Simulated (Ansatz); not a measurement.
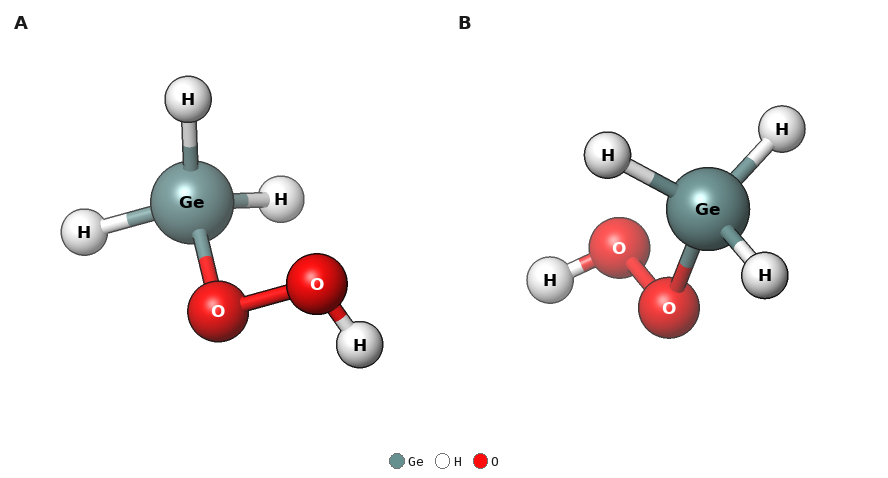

Distant atoms are faded towards the background colour. Computed geometry: PBE0-D4/def2-TZVP optimisation.

### Can A be turned into B by a rotation alone?

Yes. They are the same structure, GeH4O2, seen from two directions: a rotation takes one into the other. The geometry is chiral (C1), so its mirror image would differ.
